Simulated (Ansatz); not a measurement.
# SSi: the cost of one run

Program: Ansatz 0.2.0, driven from Python. The levels of theory stand in the script. These are calculated values, not measurements.

## 1. The system

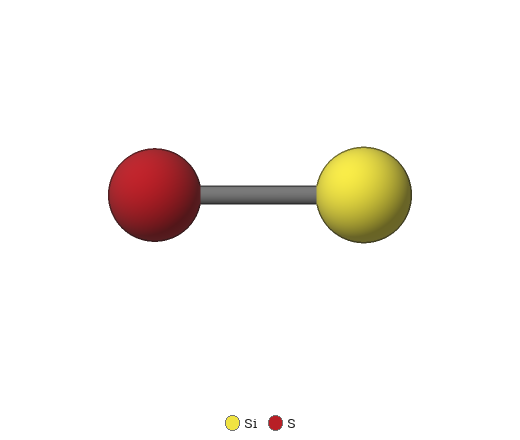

The structure that the script starts from, seen from a chosen angle (silicon yellow, sulfur red).

No structure file is read: the coordinates are typed or built in the script.

## 2. The script

File run_composite.py:

```python
"""Relax SSi(+) cheaply, then refine its energy."""

import ansatz as az
from ase import Atoms
import numpy as np

atoms = Atoms(["Si", "S"], positions=[
    (0.0, 0.0, 0.0),
    (0.0, 0.0, 2.2),
])
molecule = az.Crystal.molecule_from_ase(atoms)

base = (
    molecule.calculation()
    .basis(gaussian="def2-SVP")
    .functional("r2scan")
    .charge(1)
    .spin("collinear", total=1)
)
symbols = [site.symbol for site in molecule.cartesian_sites]
start = np.array([site.position_ang for site in molecule.cartesian_sites], dtype=float)
report = base.relax(force_tolerance=0.01).run().report
end = np.array(report["positions_ang"])
print("final positions (A) and the move of each atom")
for symbol, xyz, old in zip(symbols, end, start):
    print(f"{symbol:2s} {xyz[0]:10.5f} {xyz[1]:10.5f} {xyz[2]:10.5f}   {np.linalg.norm(xyz - old):7.4f}")

minimum = az.Crystal.molecule()
for symbol, place in zip(symbols, end):
    minimum = minimum.atom(symbol, place.tolist())
at_minimum = minimum.calculation().charge(1).spin("collinear", total=1)
# MP2 extrapolated to the basis limit, plus the small-basis difference CCSD(T) - MP2
level = lambda method, basis: at_minimum.basis(gaussian=basis).correlation(method).run().report
small, large, cluster = level("mp2", "cc-pVDZ"), level("mp2", "cc-pVTZ"), level("ccsd_t", "cc-pVDZ")
corr = lambda each: (each["free_energy_ev"] - each["reference_energy_ev"]) / 27.211386246
mp2_limit = (27 * corr(large) - 8 * corr(small)) / 19
pieces = {"HF / cc-pVTZ": large["reference_energy_ev"] / 27.211386246, "MP2 correlation, DZ-TZ limit": mp2_limit, "CCSD(T) - MP2 / cc-pVDZ": corr(cluster) - corr(small)}
for name, value in pieces.items():
    print(f"{name:32s} {value:14.6f} Ha")
print(f"{'sum':32s} {sum(pieces.values()):14.6f} Ha")
print("T1 diagnostic", round(cluster["correlation"]["coupled_cluster"]["t1_diagnostic"], 4))
```

## 3. What the engine is handed

The engine receives this input (first run):

```yaml
crystal:
  periodic: [false, false, false]
  atoms:
    - { symbol: Si, position_ang: [0.0, 0.0, 0.0] }
    - { symbol: S, position_ang: [0.0, 0.0, 2.2] }
basis:
  gaussian:
    orbitals: def2-SVP
hamiltonian:
  xc: r2scan
magnetization:
  spin_polarized: true
  initial_magnetization: 1.0
total_charge: 1.0
relax:
  f_tol: 0.01
```

## 4. Running it

Started as:

```
> python run_composite.py
```

What time and memory should one allow on 1 thread of Arm Neoverse V1, shared host?

About 43 s, with a peak of 0.2 GiB.
